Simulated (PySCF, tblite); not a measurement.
# C34H18F20: electronic excitations, NMR shifts

Wanted: electronic excitations, NMR shifts for C34H18F20 (`CC[C@@H](C[C@H](C[C@@H](C[C@@H](C)c1c(F)c(F)c(F)c(F)c1F)c1c(F)c(F)c(F)c(F)c1F)c1c(F)c(F)c(F)c(F)c1F)c1c(F)c(F)c(F)c(F)c1F`).

Programs: tblite 0.8.0 and PySCF 2.14.0, with routines of our own; each step states its level. All values are computed. Atoms count from 0.

## (1) The starting structure

72 atoms, charge 0, multiplicity 1; geometry from: force field, distance geometry or constructed start.

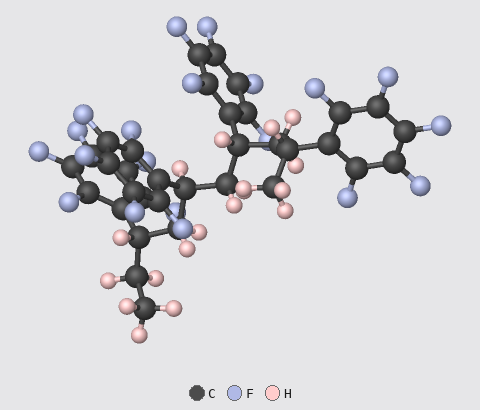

The starting geometry (carbon dark grey, fluorine light blue, hydrogen pink).

## (2) Geometry optimisation with GFN2-xTB

The job: settings as JSON, then the geometry in Å.

```
{"job": {"kind": "relax", "xc": "GFN2-xTB", "basis": "xTB"}, "charge": 0, "multiplicity": 1}
C      2.698200    -4.887000    -0.524500
C      3.199900    -3.938300     0.550800
C      2.894400    -2.453700     0.281900
C      1.361800    -2.172200     0.255400
C      0.935400    -0.696200     0.068200
C     -0.617500    -0.603700     0.119900
C     -1.212500     0.828300     0.020300
C     -2.762300     0.788100     0.052100
C     -3.428500     0.881600    -1.344800
C     -3.068000    -0.264700    -2.288200
C     -4.942100     1.010300    -1.208200
C     -5.739400    -0.029500    -0.705000
F     -5.170400    -1.179300    -0.319900
C     -7.116200     0.110600    -0.588600
F     -7.854300    -0.896100    -0.103000
C     -7.734500     1.295800    -0.957700
F     -9.060700     1.431900    -0.847900
C     -6.968800     2.336900    -1.459600
F     -7.555700     3.490900    -1.818900
C     -5.583800     2.199700    -1.574000
F     -4.869400     3.229700    -2.050400
C     -0.700400     1.754200     1.115900
C     -0.866700     1.478300     2.485600
F     -1.516800     0.354300     2.851600
C     -0.392600     2.342100     3.462200
F     -0.576100     2.041100     4.758300
C      0.260000     3.510800     3.099100
F      0.716900     4.342300     4.045200
C      0.431400     3.815500     1.756700
F      1.055600     4.946500     1.405400
C     -0.043800     2.948000     0.778200
F      0.126200     3.264200    -0.512300
C      1.514800    -0.084800    -1.200000
C      1.211100    -0.566000    -2.474100
F      0.370800    -1.598500    -2.619600
C      1.758000     0.017200    -3.623300
F      1.437500    -0.466100    -4.833900
C      2.630000     1.090100    -3.509400
F      3.156400     1.640700    -4.606200
C      2.947900     1.584400    -2.251700
F      3.794900     2.613700    -2.129200
C      2.407000     0.994400    -1.109800
F      2.733600     1.491900     0.088200
C      3.665800    -1.592600     1.266000
C      3.320500    -1.506000     2.627000
F      2.270300    -2.191600     3.089300
C      4.060700    -0.717200     3.506600
F      3.700000    -0.647000     4.799000
C      5.156700    -0.000900     3.052700
F      5.862300     0.759200     3.903500
C      5.519100    -0.082900     1.720500
F      6.587200     0.612200     1.270500
C      4.782400    -0.865000     0.837400
F      5.145100    -0.917400    -0.455300
H      3.052100    -4.583300    -1.510300
H      3.051000    -5.898800    -0.329700
H      1.607100    -4.927300    -0.545400
H      2.788400    -4.241100     1.523700
H      4.290600    -4.074800     0.637800
H      3.261900    -2.231200    -0.729100
H      0.905700    -2.778000    -0.533600
H      0.919400    -2.545200     1.192000
H      1.316500    -0.138300     0.931000
H     -1.040300    -1.219800    -0.672700
H     -0.941900    -1.069400     1.059000
H     -0.913000     1.248200    -0.941100
H     -3.102000    -0.114800     0.572800
H     -3.144900     1.626400     0.651100
H     -3.058900     1.796400    -1.820400
H     -2.009500    -0.226000    -2.557400
H     -3.260200    -1.247700    -1.838500
H     -3.641500    -0.207200    -3.218700
```

The run is started by

```console
> OMP_NUM_THREADS=4 python large_run.py task.json out
```

One launch serves the whole session: the jobs run in the order shown.

Standard output:

```text
step      E/eV     max force
  0   -4804.83235    0.985
  1   -4804.91134    0.472
  2   -4804.93519    0.227
  3   -4804.95887    0.147
  4   -4804.96708    0.131
  5   -4804.97451    0.112
  6   -4804.98127    0.112
  7   -4804.98853    0.116
  8   -4804.99477    0.112
  9   -4805.00047    0.118
 10   -4805.00575    0.121
 11   -4805.01062    0.110
 12   -4805.01483    0.098
 13   -4805.01673    0.075
 14   -4805.02017    0.072
 15   -4805.02143    0.069
 16   -4805.02435    0.055
 17   -4805.02571    0.051
 18   -4805.02723    0.052
 19   -4805.02877    0.058
 20   -4805.03068    0.060
 21   -4805.03240    0.063
 22   -4805.03399    0.058
 23   -4805.03574    0.066
 24   -4805.03801    0.091
 25   -4805.04046    0.084
 26   -4805.04232    0.049
 27   -4805.04341    0.041
 28   -4805.04419    0.040
 29   -4805.04496    0.051
 30   -4805.04575    0.043
 31   -4805.04653    0.037
 32   -4805.04727    0.034
 33   -4805.04797    0.037
 34   -4805.04855    0.040
 35   -4805.04903    0.039
 36   -4805.04952    0.035
 37   -4805.05018    0.041
 38   -4805.05108    0.053
 39   -4805.05209    0.048
 40   -4805.05307    0.044
 41   -4805.05403    0.049
 42   -4805.05515    0.052
 43   -4805.05662    0.065
 44   -4805.05839    0.061
 45   -4805.06027    0.052
 46   -4805.06207    0.051
 47   -4805.06367    0.059
 48   -4805.06492    0.051
 49   -4805.06587    0.048
 50   -4805.06667    0.043
 51   -4805.06753    0.047
 52   -4805.06850    0.052
 53   -4805.06951    0.053
 54   -4805.07045    0.040
 55   -4805.07134    0.041
 56   -4805.07229    0.047
 57   -4805.07336    0.053
 58   -4805.07453    0.057
 59   -4805.07565    0.051
 60   -4805.07664    0.054
 61   -4805.07745    0.040
 62   -4805.07813    0.033
 63   -4805.07873    0.039
 64   -4805.07927    0.037
 65   -4805.07974    0.031
 66   -4805.08017    0.025
 67   -4805.08058    0.029
 68   -4805.08100    0.033
 69   -4805.08137    0.033
 70   -4805.08166    0.023
 71   -4805.08190    0.021
 72   -4805.08217    0.032
 73   -4805.08247    0.031
 74   -4805.08276    0.025
 75   -4805.08301    0.021
 76   -4805.08325    0.023
 77   -4805.08354    0.027
 78   -4805.08385    0.031
 79   -4805.08414    0.023
 80   -4805.08438    0.021
 81   -4805.08461    0.023
 82   -4805.08485    0.026
 83   -4805.08506    0.022
 84   -4805.08523    0.018
```

It took 11 s on 4 threads of Arm Neoverse N1, shared host; peak memory 0.19 GiB.

The steps of the relaxation:

```csv
step,energy from step 0 (eV),largest force (eV/Å)
0,0.0000,0.9857
1,-0.0790,0.4713
2,-0.1028,0.2267
3,-0.1265,0.1472
4,-0.1347,0.1311
5,-0.1422,0.1115
6,-0.1489,0.1119
7,-0.1562,0.1157
8,-0.1624,0.1125
14,-0.1878,0.0721
21,-0.2001,0.0630
27,-0.2111,0.0414
34,-0.2162,0.0391
40,-0.2207,0.0439
47,-0.2313,0.0595
53,-0.2372,0.0533
60,-0.2443,0.0545
66,-0.2478,0.0256
73,-0.2501,0.0307
80,-0.2520,0.0209
81,-0.2523,0.0234
82,-0.2525,0.0259
83,-0.2527,0.0224
84,-0.2529,0.0180
```

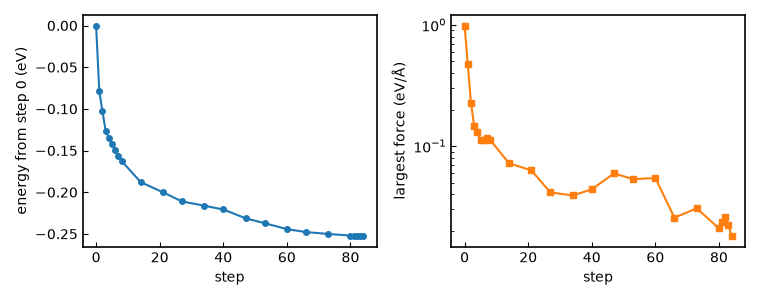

Energy and force, step by step.

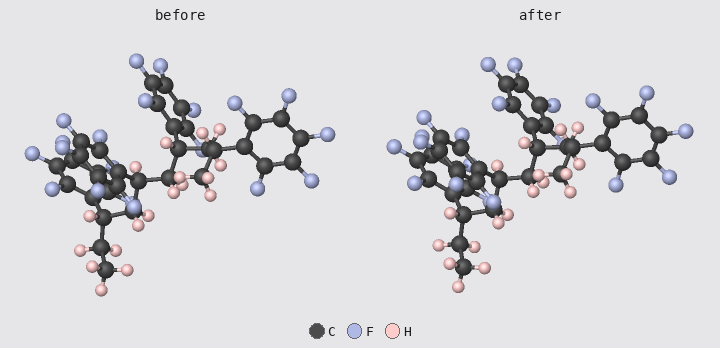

Before and after, at one scale.

Close pairs (by a distance rule), those that changed most:

```csv
bond,before (Å),after (Å),change (Å)
C2–C3,1.558,1.536,-0.023
C50–F51,1.351,1.331,-0.020
C4–C5,1.557,1.538,-0.019
C5–C6,1.554,1.538,-0.016
C43–C44,1.407,1.392,-0.015
C21–C22,1.407,1.393,-0.014
C4–C32,1.522,1.509,-0.014
C6–C21,1.523,1.510,-0.013
```

The final coordinates are the input of the step that follows.

## (3) Electronic excitations: TDA PBE0/6-31G*

The job: settings as JSON, then the geometry in Å.

```
{"job": {"kind": "uv", "basis": "6-31G*", "grid": 1, "kgrid": 0, "vcut": 1.5, "nstates": 6, "ntriplets": 2, "tda": true, "delta": [], "pop": true, "xc": "PBE0"}, "charge": 0, "multiplicity": 1}
C      2.745063    -4.886905    -0.544272
C      3.200722    -3.909958     0.532254
C      2.812160    -2.451061     0.221182
C      1.292364    -2.244211     0.293300
C      0.862779    -0.769255     0.194280
C     -0.672843    -0.688975     0.176080
C     -1.221890     0.735714    -0.008780
C     -2.766690     0.732542     0.031055
C     -3.406173     0.890373    -1.359540
C     -3.075931    -0.264828    -2.307897
C     -4.904506     1.027447    -1.204187
C     -5.699328     0.010261    -0.681594
F     -5.142410    -1.140096    -0.284859
C     -7.077819     0.139537    -0.549768
F     -7.796253    -0.863700    -0.044399
C     -7.704852     1.316499    -0.945016
F     -9.023731     1.449477    -0.822814
C     -6.937092     2.353032    -1.464561
F     -7.519090     3.490740    -1.843849
C     -5.559890     2.195139    -1.584954
F     -4.849685     3.213059    -2.085010
C     -0.667564     1.671672     1.038652
C     -0.915990     1.494173     2.397595
F     -1.682421     0.474750     2.802097
C     -0.400674     2.354069     3.361367
F     -0.665384     2.148038     4.650838
C      0.389941     3.432722     2.974971
F      0.891515     4.256605     3.890655
C      0.641355     3.645438     1.622983
F      1.383128     4.679157     1.234195
C      0.107424     2.770652     0.682572
F      0.356241     3.000374    -0.616246
C      1.481938    -0.104404    -1.010226
C      1.215228    -0.510928    -2.314364
F      0.360050    -1.518416    -2.538336
C      1.804648     0.100212    -3.414930
F      1.508951    -0.320708    -4.644807
C      2.701724     1.147211    -3.230334
F      3.272969     1.730429    -4.278972
C      2.988631     1.577805    -1.938542
F      3.838629     2.578479    -1.739580
C      2.376525     0.950045    -0.860067
F      2.662718     1.388929     0.380289
C      3.564748    -1.537411     1.158425
C      3.303484    -1.475992     2.524552
F      2.325704    -2.221985     3.054124
C      4.026185    -0.653026     3.381301
F      3.728917    -0.621259     4.680870
C      5.057507     0.135151     2.881649
F      5.758843     0.917941     3.697119
C      5.349751     0.088983     1.522281
F      6.334531     0.832785     1.023688
C      4.604264    -0.738875     0.690011
F      4.895762    -0.749693    -0.620636
H      3.110291    -4.578349    -1.520863
H      3.141852    -5.876120    -0.331453
H      1.662284    -4.960580    -0.585679
H      2.779141    -4.198959     1.495464
H      4.288988    -3.960840     0.612544
H      3.145825    -2.227189    -0.796429
H      0.836409    -2.806116    -0.520186
H      0.909379    -2.646502     1.230174
H      1.221522    -0.240807     1.082905
H     -1.064008    -1.311478    -0.626474
H     -1.037392    -1.097523     1.118170
H     -0.896548     1.113244    -0.981780
H     -3.111403    -0.190748     0.494573
H     -3.114020     1.562165     0.650640
H     -3.033403     1.817697    -1.804851
H     -2.019024    -0.261995    -2.554912
H     -3.330112    -1.221921    -1.863069
H     -3.632195    -0.155814    -3.235745
```

Method: TDA PBE0/6-31G*, vertical, gas phase, core orbitals frozen in the response, virtual orbitals cut by energy.

Standard output:

```text
start: PBE on a coarse grid of 64634 points
cycle   1  E = -3299.1416108841  dE =  9.172e+00  |g| = 1.918e+00  |ddm| = 9.616e+00
cycle   2  E = -3297.0655610285  dE =  2.076e+00  |g| = 3.926e+00  |ddm| = 5.873e+00
cycle   3  E = -3299.7393944032  dE = -2.674e+00  |g| = 5.033e-01  |ddm| = 4.254e+00
cycle   4  E = -3299.7938392208  dE = -5.444e-02  |g| = 1.694e-01  |ddm| = 6.583e-01
cycle   5  E = -3299.7992574290  dE = -5.418e-03  |g| = 8.769e-02  |ddm| = 2.580e-01
cycle   6  E = -3299.8010427025  dE = -1.785e-03  |g| = 3.590e-02  |ddm| = 1.296e-01
cycle   7  E = -3299.8013996734  dE = -3.570e-04  |g| = 7.124e-03  |ddm| = 4.726e-02
final grid: 289456 points
cycle   8  E = -3299.6802157312  dE = -2.373e-02  |g| = 2.168e-01  |ddm| = 1.229e+00
cycle   9  E = -3299.6660619996  dE =  1.415e-02  |g| = 3.595e-01  |ddm| = 5.169e-01
cycle  10  E = -3299.6893015213  dE = -2.324e-02  |g| = 2.120e-02  |ddm| = 3.382e-01
cycle  11  E = -3299.6893787458  dE = -7.722e-05  |g| = 1.020e-02  |ddm| = 3.029e-02
cycle  12  E = -3299.6893971676  dE = -1.842e-05  |g| = 3.229e-03  |ddm| = 1.434e-02
cycle  13  E = -3299.6894074723  dE = -1.030e-05  |g| = 9.001e-04  |ddm| = 4.447e-03
cycle  14  E = -3299.6894023365  dE =  5.136e-06  |g| = 1.832e-04  |ddm| = 1.115e-03
cycle  15  E = -3299.6894035145  dE = -1.178e-06  |g| = 7.204e-05  |ddm| = 2.981e-04
converged SCF energy = -3299.6894035145

Static polarisability (au): isotropic 329.459, principal 282.375 327.607 378.393

Singlet excitations
state   eV       nm        f      main configurations
  1   5.3699    230.9   0.00419   H->L 0.23, H-6->L+4 0.12, H-5->L 0.12
  2   5.3843    230.3   0.00221   H-2->L+1 0.17, H->L+1 0.14, H-7->L+5 0.12
  3   5.3850    230.2   0.00329   H->L+2 0.20, H-4->L+7 0.14, H-2->L+2 0.09
  4   5.4186    228.8   0.00427   H-1->L+3 0.30, H-1->L+1 0.24, H-3->L+6 0.18
  5   5.8159    213.2   0.00267   H->L 0.37, H-2->L 0.25, H->L+2 0.12
  6   5.8777    210.9   0.00404   H-2->L 0.41, H-5->L 0.15, H->L 0.12

Triplet excitations (Tamm-Dancoff, eV): 4.0587 4.0642
```

Run time: 6.3 min. Hardware: 4 threads of Arm Neoverse N1, shared host; peak memory 3.5 GiB.

Frontier orbitals and where they lie:

```csv
orbital,eV,atoms
HOMO−4,-7.43,"C43 19 %, C48 18 %, F49 7 %"
HOMO−3,-7.36,"C10 9 %, C15 8 %, C21 8 %"
HOMO−2,-7.33,"C28 12 %, C22 12 %, C46 8 %"
HOMO−1,-7.32,"C13 18 %, C19 18 %, C17 18 %"
HOMO,-7.25,"C50 10 %, C44 9 %, C52 9 %"
LUMO,-0.82,"C37 15 %, C32 15 %, C33 13 %"
LUMO+1,-0.73,"C21 14 %, C26 14 %, C10 8 %"
LUMO+2,-0.60,"C43 16 %, C48 16 %, C41 8 %"
LUMO+3,-0.55,"C10 17 %, C15 17 %, C11 8 %"
```

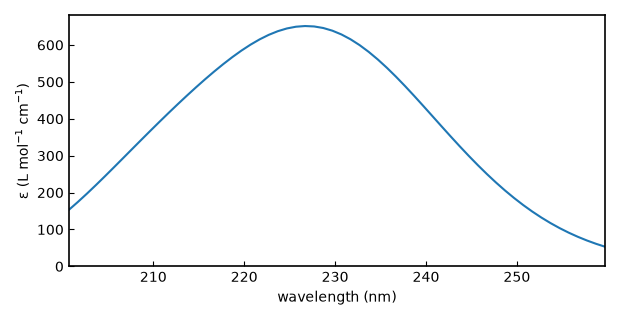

Absorption spectrum: each of the 6 states is a Gaussian band of 0.4 eV half-width at 1/e. Beyond the last state computed it falls off for lack of states.

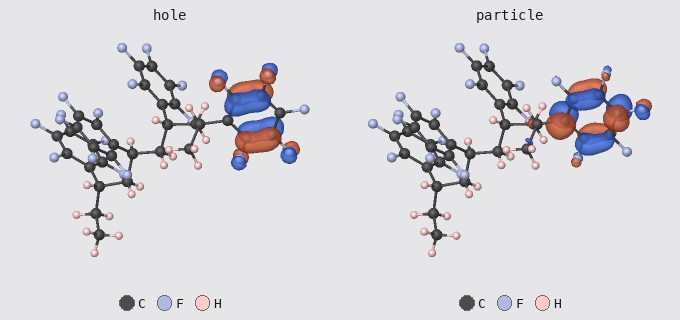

Leading natural transition orbitals of singlet state 4: the electron leaves the hole (left) for the particle orbital (right).

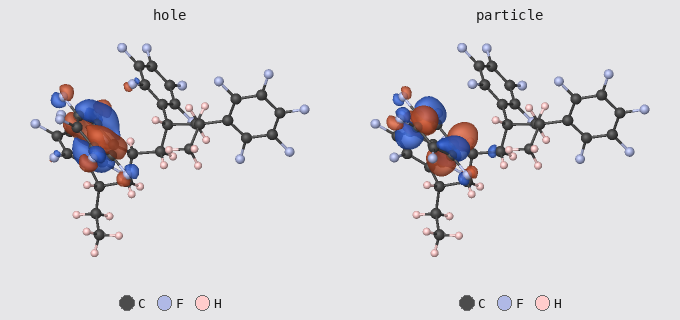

Leading natural transition orbitals of singlet state 1: the electron leaves the hole (left) for the particle orbital (right).

Ground-state properties from the same run:

```csv
property,computed
dipole moment (D),3.36
polarisability (Å³),48.82
HOMO–LUMO gap (eV),6.43
−ε(HOMO) (eV),7.25
```

The fields below are evaluated on a grid from the run's orbitals.

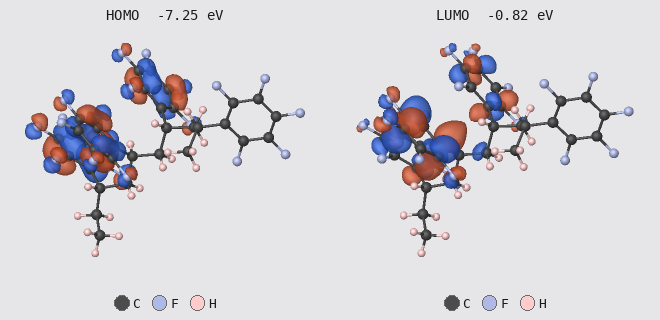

Frontier orbitals at PBE0/6-31G*; each surface holds 70 % of the orbital's density, blue and red mark the sign.

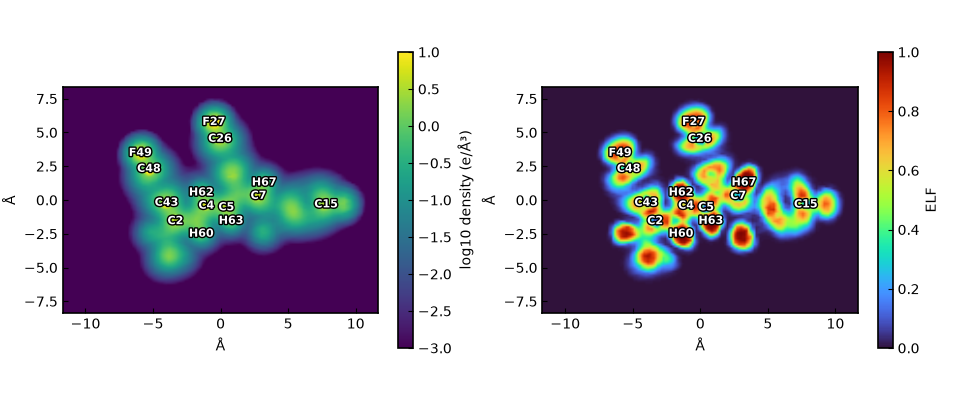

Density (left) and ELF (right) in a plane through or near 14 of the atoms.

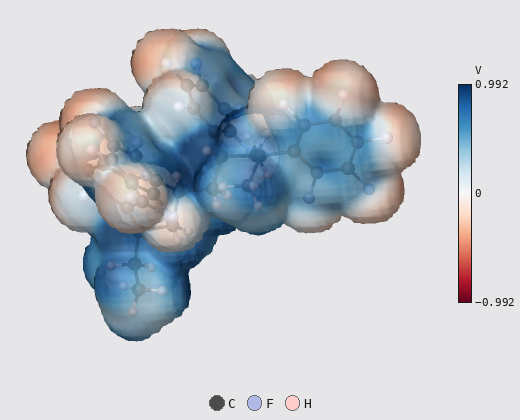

Electrostatic potential on the surface of density 0.002 e/bohr³; red is low, blue high. It runs from -0.38 V near F51 to 0.99 V near H65.

[end of part 1 of 2]
